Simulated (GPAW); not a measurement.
# TaO2 (P4_2/mnm): the O K absorption edge, part 2 of 3

Aim: the near-edge shape at the O K edge of TaO2 (P4_2/mnm), and what the core hole does to it.

GPAW 26.7.0; X-ray absorption from dipole matrix elements to empty bands, plane-wave PAW LDA.

So far. Step 2 (The field without a hole): The mesh shows no gap, so the system is treated as a metal and the core electron is put at the Fermi level (neutral cell). Step 3 (Spectrum without a core hole, O atom 3): Main maxima below 24 eV (height): 2.0 eV (1.56), 5.7 eV (1.54), 7.8 eV (1.76), 11.3 eV (1.54) and 20.4 eV (0.67). A K edge sees empty p states; the first features are O p mixed into the empty d states of the Ta neighbours, and the broad ones above probably into the cations' higher empty bands.

## 5. Spectrum with XCH, O atom 3

The holes are 5.8 Å apart. In GPAW the data set carries the hole's charge, so charge=0 means a charged cell and charge=-1 a neutral one. The excited electron is kept in the cell, where it fills the lowest empty states and screens the hole. After the field has converged, empty bands are computed with the density fixed and the dipole matrix elements are summed.

xas.py

```python
import numpy as np
from ase import Atoms
from ase.parallel import parprint, paropen
from gpaw import GPAW, PW, FermiDirac, Mixer, MixerDif, setup_paths
from gpaw.test import gen
setup_paths.insert(0, '.')
gen('O', name='fch1s', xcname='LDA', corehole=(1, 0, 1), write_xml=True)
from gpaw.mpi import world
world.barrier()

atoms = Atoms('Ta4O8',
    cell=[[0, 0, 5.752202],
     [5.007146, 0, 2.876101],
     [0, 5.007146, 2.876101]],
    scaled_positions=[[0.5, 0.5, 0.5],
     [0, 0.5, 0.5],
     [0.25, 0, 0],
     [0.75, 0, 0],
     [0.214724, 0.785276, 0.785276],
     [0.714724, 0.785276, 0.785276],
     [0.785276, 0.214724, 0.214724],
     [0.285276, 0.214724, 0.214724],
     [0.75, 0.285276, 0.714724],
     [0.25, 0.285276, 0.714724],
     [0.75, 0.714724, 0.285276],
     [0.25, 0.714724, 0.285276]],
    pbc=True)
atoms.calc = calc = GPAW(legacy_gpaw=True, mode=PW(500, force_complex_dtype=True), xc='LDA', setups={4: 'fch1s'},
    kpts={'size': (5, 5, 5), 'gamma': True}, occupations=FermiDirac(0.1),
    charge=-1, mixer=Mixer(0.1, 5, 50), maxiter=150,
    convergence={'density': 0.0001, 'eigenstates': 1e-6}, txt='scf.txt')
energy = atoms.get_potential_energy() + calc.get_reference_energy()
ef = calc.get_fermi_level()
out = dict(energy=energy, fermi=ef, forces=atoms.get_forces().tolist())
parprint(f'all-electron energy {energy:.4f} eV, Fermi level {ef:.4f} eV')
ev = np.array([[calc.get_eigenvalues(k, s) for k in range(len(calc.get_ibz_k_points()))] for s in range(calc.get_number_of_spins())])
out['homo'], out['lumo'], out['counts'] = ev[ev < ef].max(), ev[ev > ef].min(), sorted(set((ev < ef).sum((0, 2)).tolist()))
out['filled'] = (ev[:, 0] < ef).sum(1).tolist()

from ase.units import Ha
from gpaw.xas import dipole_matrix_elements
nb = int(calc.get_number_of_electrons() / 2) + 109
top, nb = nb, nb + 8 + nb // 12
nscf = calc.fixed_density(kpts={'size': (6, 6, 6), 'gamma': True}, nbands=nb,
    convergence={'bands': top, 'eigenstates': 5e-3}, maxiter=60, txt='nscf.txt')
cell = atoms.cell.array
ops = [cell.T @ U.T @ np.linalg.inv(cell.T) for U in nscf.wfs.kd.symmetry.op_scc]
E = np.arange(-6, 34, 0.1)
fwhm = np.interp(E, [4, 25], [0.9, 3.5])
Y, X, zero, highest = 0, 0, 1e9, 1e9
for spin in range(nscf.get_number_of_spins()):
    wfs = nscf.wfs
    mine = wfs.bd.get_slice()  # this rank's bands
    A = dipole_matrix_elements(wfs.setups[4])
    eps = np.zeros((wfs.kd.nibzkpts, nb))
    d = np.zeros((3, A.shape[1], wfs.kd.nibzkpts, nb), complex)
    for kpt in wfs.kpt_u:
        if kpt.s == spin and 4 in kpt.P_ani:
            eps[kpt.k, mine] = kpt.eps_n * Ha
            d[:, :, kpt.k, mine] = (kpt.weight * wfs.nspins / 2) ** 0.5 * np.inner(A, kpt.P_ani[4])
    world.sum(eps)
    world.sum(d)
    T = np.einsum('amkn,bmkn->abkn', d, d.conj()).real
    T = sum(np.einsum('ai,ijkn,bj->abkn', R, T, R) for R in ops) / len(ops)
    empty = eps > ef
    zero, highest = min(zero, eps[empty].min()), min(highest, eps[:, top - 1].min())
    lines = [(eps, T, empty)] if spin == 0 else lines + [(eps, T, empty)]
for eps, T, empty in lines:
    f = np.einsum('aakn->akn', T).reshape(3, -1)
    x = eps.ravel() - zero
    w = np.interp(x, E, fwhm) / 2.35482
    g = np.exp(-0.5 * ((E[:, None] - x) / w) ** 2) / (w * (2 * np.pi) ** 0.5)
    Y = Y + (f * empty.ravel()) @ g.T
    X = X + (f * ~empty.ravel()) @ g.T
out.update(E=E.round(2).tolist(), xas=Y.tolist(), xes=X.tolist(), zero=zero, valid=highest - zero, nk=len(eps), nb=nb)
for i in range(0, len(E), 10):
    parprint(f'{E[i]:7.2f}', *(f'{v:10.3e}' for v in Y[:, i]))
import json
with paropen('out.json', 'w') as f:
    json.dump(out, f)
```

On the command line:

```sh
> OMP_NUM_THREADS=1 mpirun -n 4 gpaw python xas.py
```

Numbers of over 12 decimals in the logs are rounded to 6 here.

The program printed:

```text
Input parameters:
  charge: -1
  convergence: {density: 0.0001,
                eigenstates: 1e-06}
  kpts: {gamma: True,
         size: (5, 5, 5)}
  maxiter: 150
  mixer: {backend: pulay,
          beta: 0.1,
          method: separate,
          nmaxold: 5,
          weight: 50}
  mode: {ecut: 500.0,
         force_complex_dtype: True,
         name: pw}
  occupations: {fixmagmom: False,
                name: fermi-dirac,
                width: 0.1}
  setups: {4: fch1s}

Initialize ...

[... PAW data sets ...]

Reference energy: -1711361.876148  # eV

Spin-paired calculation

[... convergence settings ...]
Symmetries present (total): 4
  [... symmetry matrices ...]

125 k-points: 5 x 5 x 5 Monkhorst-Pack grid
27 k-points in the irreducible part of the Brillouin zone
       k-points in crystal coordinates                weights
   0:     0.00000000    0.00000000    0.00000000          1/125
   1:     0.00000000    0.20000000   -0.20000000          2/125
   2:     0.00000000    0.20000000    0.00000000          4/125
   3:     0.00000000    0.20000000    0.20000000          2/125
   4:     0.00000000    0.40000000   -0.40000000          2/125
   5:     0.00000000    0.40000000   -0.20000000          4/125
   6:     0.00000000    0.40000000    0.00000000          4/125
   7:     0.00000000    0.40000000    0.20000000          4/125
   8:     0.00000000    0.40000000    0.40000000          2/125
   9:     0.20000000   -0.40000000   -0.40000000          2/125
          ...
  26:     0.40000000    0.40000000    0.40000000          4/125

Wave functions: Plane wave expansion
  Cutoff energy: 500.000 eV
  Number of coefficients (min, max): 3630, 3679
  Pulay-stress correction: 0.000000 eV/Ang^3 (de/decut=0.000000)
  Using FFTW library
  Wavefunction extrapolation:
    Improved wavefunction reuse through dual PAW basis

Occupation numbers: Fermi-Dirac:
  width: 0.1000  # eV

Eigensolver
   Davidson(niter=2)

Densities:
  Coarse grid: 30*30*30 grid
  Fine grid: 60*60*60 grid
  Total Charge: 0.000000

Density mixing:
  Method: separate
  Backend: pulay
  Linear mixing parameter: 0.1
  old densities: 5
  Width of damping distribution: 1.1
  Damping of long wavelength oscillations: 50

[... Hamiltonian set-up ...]
Number of atoms: 12
Number of atomic orbitals: 84
Number of bands in calculation: 65
Number of valence electrons: 101
Bands to converge: occupied

... initialized

Initializing position-dependent things.

Density initialized from atomic densities
Creating initial wave functions:
  65 bands from LCAO basis set

                   O

             O
                 O O
               Ta
          O  O

                 O
       Ta      Ta
          O

       Ta

Atomic positions and initial magnetic moments

Positions:
   0 Ta     2.503573    2.503573    5.752202    ( 0.0000,  0.0000,  0.0000)
   1 Ta     2.503573    2.503573    2.876101    ( 0.0000,  0.0000,  0.0000)
   2 Ta     0.000000    0.000000    1.438050    ( 0.0000,  0.0000,  0.0000)
   3 Ta     0.000000    0.000000    4.314151    ( 0.0000,  0.0000,  0.0000)
   4 O      3.931992    3.931992    5.752202    ( 0.0000,  0.0000,  0.0000)
   5 O      3.931992    3.931992    8.628303    ( 0.0000,  0.0000,  0.0000)
   6 O      1.075154    1.075154    5.752202    ( 0.0000,  0.0000,  0.0000)
   7 O      1.075154    1.075154    2.876101    ( 0.0000,  0.0000,  0.0000)
   8 O      1.428419    3.578727    7.190252    ( 0.0000,  0.0000,  0.0000)
   9 O      1.428419    3.578727    4.314151    ( 0.0000,  0.0000,  0.0000)
  10 O      3.578727    1.428419    7.190252    ( 0.0000,  0.0000,  0.0000)
  11 O      3.578727    1.428419    4.314151    ( 0.0000,  0.0000,  0.0000)

Unit cell:
           periodic     x           y           z      points  spacing
  1. axis:    yes    0.000000    0.000000    5.752202    30     0.1488
  2. axis:    yes    5.007146    0.000000    2.876101    30     0.1669
  3. axis:    yes    0.000000    5.007146    2.876101    30     0.1669

  Lengths:   5.752202   5.774380   5.774380
  Angles:   75.635880  60.126972  60.126972

Effective grid spacing dv^(1/3) = 0.1748

iter:   1  -149.070408
iter:   2  -142.682179   -0.84  -1.00
iter:   3  -136.059211   -0.24  -1.11
iter:   4  -135.986219   -1.35  -1.40
iter:   5  -135.809214   -1.88  -1.48
iter:   6  -135.716182   -1.76  -1.64
iter:   7  -135.696099   -2.06  -2.13
iter:   8  -135.660665   -3.10  -2.24
iter:   9  -135.653213c  -2.82  -2.51
iter:  10  -135.653873c  -3.54  -2.83
iter:  11  -135.650532c  -3.63  -2.92
iter:  12  -135.650521c  -5.09  -3.38
iter:  13  -135.650527c  -5.64  -3.55
iter:  14  -135.650476c  -5.83  -3.68
iter:  15  -135.650465c  -6.46c -3.95
iter:  16  -135.650457c  -7.10c -4.26c

Converged after 16 iterations.

Dipole moment: (0.303266, 0.303266, -0.059725) |e|*Ang

Energy contributions relative to reference atoms: (reference = -1711361.876148)

Kinetic:        +80.816349
Potential:     -100.687198
External:        +0.000000
XC:            -115.063264
Entropy (-ST):   -0.203382
Local:           -0.614653
SIC:             +0.000000
--------------------------
Free energy:   -135.752149
Extrapolated:  -135.650457

Showing only first 2 kpts
 Kpt  Band  Eigenvalues  Occupancy
  0    48      7.11294    2.00000
  0    49      7.53944    2.00000
  0    50      9.20665    0.17319
  0    51      9.40188    0.02656

  1    48      7.23803    2.00000
  1    49      8.08251    1.99972
  1    50      8.63170    1.93501
[...]
Fermi level: 8.97105

No gap
No difference between direct/indirect transitions

Forces in eV/Ang:
  0 Ta   -2.73317   -2.73317    0.00000
  1 Ta    0.09444    0.09444    0.00000
  2 Ta    1.48025    1.48025    1.50446
  3 Ta    1.48025    1.48025   -1.50446
  4 O    -0.34838   -0.34838    0.00000
  5 O     0.10336    0.10336    0.00000
  6 O     0.35506    0.35506    0.00000
  7 O    -0.47794   -0.47794    0.00000
  8 O     0.14219   -0.11591   -0.02441
  9 O     0.14219   -0.11591    0.02441
 10 O    -0.11591    0.14219   -0.02441
 11 O    -0.11591    0.14219    0.02441
Scalar-relativistic atomic LDA calculation for O (Oxygen, Z=8)
Core hole in 1s state (1s occupation: 1.0)
300 radial gridpoints.
|------------------------------------------------|
|------------------------------------------------|
[... the atom generator's iteration count ...]

Energy contributions:
-------------------------
Kinetic:      +54.046737
XC:            -5.876031
Potential:   -102.458324
-------------------------
Total:        -54.287618

state      eigenvalue         ekin         rmax
-----------------------------------------------
1s^1.0 :   -21.731873    30.611423        0.127
2s^2.0 :    -1.594915     4.066245        0.801
2p^4.0 :    -1.067100     3.825706        0.682
-----------------------------------------------
(units: Bohr and Hartree)

Generating PAW setup
Kinetic energy of the core from tauc = 30.636371
Cutoffs:
rc(s)=1.300
rc(p)=1.130
rc(d)=1.170
rc(vbar)=1.300
rc(comp)=1.260
rc(nct)=1.300

Kinetic energy of the core states: 30.611423
Charge: 1.0
Core electrons: 1.0
Valence electrons: 6.0
Pseudo-core charge: 0.000198
Shape function alpha=6.299
Pseudo-electron charge 5.280306
state    eigenvalue         norm
--------------------------------
2s(2) :    -1.594915     1.065643
*s    :    -0.594915
2p(4) :    -1.067100     0.787205
*p    :    -0.067100
*d    :     0.000000
--------------------------------

Diagonalizing with gridspacing h=0.050

state   all-electron     PAW
-------------------------------
2s:      -1.594915    -1.596334
2p:      -1.067100    -1.073375
*d:                   -0.060686
*f:                   -0.013559
-------------------------------
all-electron energy -1711497.5266 eV, Fermi level 8.9711 eV
[...]
31.00  8.738e-05  8.738e-05  8.677e-05
  32.00  9.588e-05  9.588e-05  9.021e-05
  33.00  9.027e-05  9.027e-05  8.878e-05
```

Elapsed: 2 min, on 4 MPI ranks of Intel Xeon Platinum 8488C (Sapphire Rapids), shared host; peak memory 0.52 GiB; 8.2 min of CPU time.

The O K spectrum, O atom 3, excited-electron core hole (neutral cell) (energy from the lowest empty level; intensity scaled to a mean of 1 over the first 20 eV; polarised curves are means over the symmetry-equivalent atoms):

| E (eV) | isotropic | ε ⊥ c | ε ∥ c |
| --- | --- | --- | --- |
| -2.0 | 0.00 | 0.00 | 0.00 |
| -0.5 | 0.10 | 0.11 | 0.08 |
| 1.0 | 1.19 | 1.40 | 0.77 |
| 2.5 | 0.57 | 0.53 | 0.64 |
| 4.0 | 1.12 | 0.58 | 2.21 |
| 5.5 | 2.09 | 2.02 | 2.23 |
| 7.0 | 1.90 | 2.41 | 0.88 |
| 8.5 | 1.17 | 1.33 | 0.85 |
| 10.0 | 1.16 | 1.26 | 0.96 |
| 11.5 | 1.10 | 0.82 | 1.64 |
| 13.0 | 0.65 | 0.52 | 0.90 |
| 14.5 | 0.41 | 0.41 | 0.40 |
| 16.0 | 0.33 | 0.34 | 0.31 |
| 17.5 | 0.47 | 0.49 | 0.41 |
| 19.0 | 0.73 | 0.72 | 0.73 |
| 20.5 | 0.73 | 0.74 | 0.73 |
| 22.0 | 0.57 | 0.63 | 0.45 |
| 23.5 | 0.49 | 0.58 | 0.32 |
| 25.0 | 0.54 | 0.58 | 0.46 |
| 26.5 | 0.74 | 0.72 | 0.79 |
| 28.0 | 0.99 | 0.94 | 1.11 |
| 29.5 | 1.17 | 1.12 | 1.26 |
| 31.0 | 1.38 | 1.38 | 1.37 |

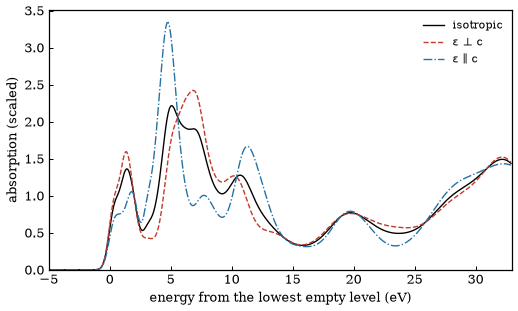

The O K edge, O atom 3, excited-electron core hole (neutral cell): main maxima at 1.4, 5.1 and 10.7 eV.

Main maxima below 24 eV (height): 1.4 eV (1.36), 5.1 eV (2.22), 10.7 eV (1.28) and 19.7 eV (0.77). 

The total-energy difference is 535.16 eV. One term is added: -8.83 eV, since the hole is spin-paired here and a spin-polarised one costs that much less in the free atom (computed apart). The photon energy is then 526.33 eV. The functional leaves an error in such absolute values: in the free atom LDA prices this hole 4.1 eV below PBE (computed apart), and PBE is itself good to a few eV.

## 6. Reference energy of the cell

The cell and mesh change for the next run, so it gets a reference energy of its own.

scf.py

```python
import numpy as np
from ase import Atoms
from ase.parallel import parprint, paropen
from gpaw import GPAW, PW, FermiDirac, Mixer, MixerDif, setup_paths
from gpaw.test import gen
setup_paths.insert(0, '.')
gen('O', name='nch1s', xcname='LDA', corehole=(1, 0, 0), write_xml=True)
from gpaw.mpi import world
world.barrier()

atoms = Atoms('Ta2O4',
    cell=[[0, 0, 2.876101],
     [5.007146, 0, 0],
     [0, 5.007146, 0]],
    scaled_positions=[[0, 0.5, 0.5],
     [0.5, 0, 0],
     [0, 0.785276, 0.785276],
     [0, 0.214724, 0.214724],
     [0.5, 0.285276, 0.714724],
     [0.5, 0.714724, 0.285276]],
    pbc=True)
atoms.calc = calc = GPAW(legacy_gpaw=True, mode=PW(500, force_complex_dtype=True), xc='LDA', setups={2: 'nch1s'},
    kpts={'size': (8, 5, 5), 'gamma': True}, occupations=FermiDirac(0.1),
    charge=0, mixer=Mixer(0.1, 5, 50), maxiter=150,
    convergence={'density': 0.0001, 'eigenstates': 1e-6}, txt='scf.txt')
energy = atoms.get_potential_energy() + calc.get_reference_energy()
ef = calc.get_fermi_level()
out = dict(energy=energy, fermi=ef, forces=atoms.get_forces().tolist())
parprint(f'all-electron energy {energy:.4f} eV, Fermi level {ef:.4f} eV')
ev = np.array([[calc.get_eigenvalues(k, s) for k in range(len(calc.get_ibz_k_points()))] for s in range(calc.get_number_of_spins())])
out['homo'], out['lumo'], out['counts'] = ev[ev < ef].max(), ev[ev > ef].min(), sorted(set((ev < ef).sum((0, 2)).tolist()))
out['filled'] = (ev[:, 0] < ef).sum(1).tolist()
import json
with paropen('out.json', 'w') as f:
    json.dump(out, f)
```

On the command line:

```sh
> OMP_NUM_THREADS=1 mpirun -n 4 gpaw python scf.py
```

The program printed:

```text
Input parameters:
  convergence: {density: 0.0001,
                eigenstates: 1e-06}
  kpts: {gamma: True,
         size: (8, 5, 5)}
  maxiter: 150
  mixer: {backend: pulay,
          beta: 0.1,
          method: separate,
          nmaxold: 5,
          weight: 50}
  mode: {ecut: 500.0,
         force_complex_dtype: True,
         name: pw}
  occupations: {fixmagmom: False,
                name: fermi-dirac,
[...]
2s(2) :    -0.872866     1.079797
*s    :     0.127134
2p(4) :    -0.337925     0.876472
*p    :     0.662075
*d    :     0.000000
--------------------------------

Diagonalizing with gridspacing h=0.050

state   all-electron     PAW
-------------------------------
2s:      -0.872866    -0.873954
2p:      -0.337925    -0.341740
*d:                    0.050276
*f:                    0.077289
-------------------------------
all-electron energy -856016.3956 eV, Fermi level 8.7271 eV
[key lines of the parts left out:]
Converged after 13 iterations.
Dipole moment: (0.000000, 0.000000, -0.000000) |e|*Ang
Free energy:    -60.154584
Fermi level: 8.72707
```

It took 13 s on 4 MPI ranks; peak memory 0.21 GiB; 51 s of CPU time.

(Continued in part 3 of 3.)

[Banner, clock and machine lines of the logs are left out without a mark of their own.]

[Logs are printed without paths, hosts, clocks, repeated set-up lines and the standing remarks that a program may print on its own settings, such as how far it seeks lower states.]

[Hosts, paths, dates, database ids (printed as entryN), source tags and the programs' standing remarks are cut or masked in the printed files.]

[Lists of maxima count a maximum above −3 eV only where it reaches 4 % of the highest in the window and stands out from its surroundings by 2 % of it (1.5 % where it reaches 55 %); shoulders and weaker maxima are passed over, and of the rest the first, up to two pre-edge ones and the few strongest are named.]
